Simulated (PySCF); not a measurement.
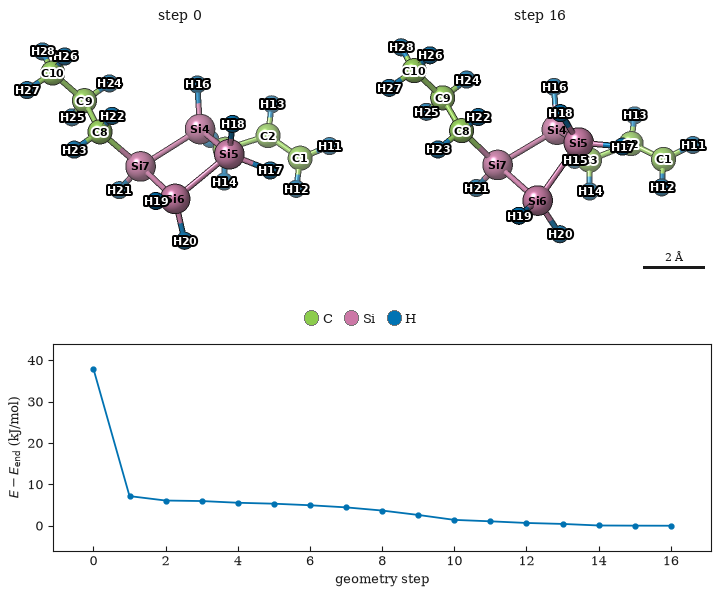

First and last geometry of a relaxation of C6H18Si4, with the history of the run. The picture is a ball-and-stick view, seen from a free direction.

The start comes from GFN2-xTB. Its atoms were then displaced at random by about 0.01 Å.

Level of theory: PBE0-D3(BJ)/def2-SVP geometry optimisation, gas phase (PySCF). 

Q: Read the history and describe the run.

A: It converged. The energy falls by 37.9 kJ/mol in 16 geometry steps. The atom that moves furthest after the best rigid fit is H18 (1.15 Å). Largest moves by element: H 1.15 Å, Si 0.53 Å, C 0.39 Å. Some distances before and after: Si6–H20 1.452 → 1.499 Å, C1–H11 1.057 → 1.093 Å, C1–H12 1.061 → 1.095 Å, C10–H26 1.070 → 1.102 Å. Among the angles between lasting bonds that change: C8–Si7–H21 103.8° → 111.2°, H19–Si6–H20 102.3° → 109.2°, C3–Si4–H16 104.4° → 110.3°. Groups turn about Si5–Si6 by about 20°, Si4–Si5 by about 20°. The run took 17 min on 1 thread of Intel(R) Xeon(R) Platinum 8375C CPU @ 2.90GHz, on a shared host.

```json
{"step": "0", "E − E(0), kJ/mol": "0.00"}
{"step": "1", "E − E(0), kJ/mol": "-30.77"}
{"step": "2", "E − E(0), kJ/mol": "-31.84"}
{"step": "3", "E − E(0), kJ/mol": "-31.96"}
{"step": "4", "E − E(0), kJ/mol": "-32.38"}
{"step": "5", "E − E(0), kJ/mol": "-32.60"}
{"step": "6", "E − E(0), kJ/mol": "-32.98"}
{"step": "7", "E − E(0), kJ/mol": "-33.49"}
{"step": "8", "E − E(0), kJ/mol": "-34.26"}
{"step": "9", "E − E(0), kJ/mol": "-35.33"}
{"step": "10", "E − E(0), kJ/mol": "-36.52"}
{"step": "11", "E − E(0), kJ/mol": "-36.86"}
{"step": "12", "E − E(0), kJ/mol": "-37.26"}
{"step": "13", "E − E(0), kJ/mol": "-37.50"}
{"step": "14", "E − E(0), kJ/mol": "-37.87"}
{"step": "15", "E − E(0), kJ/mol": "-37.91"}
{"step": "16", "E − E(0), kJ/mol": "-37.93"}
```
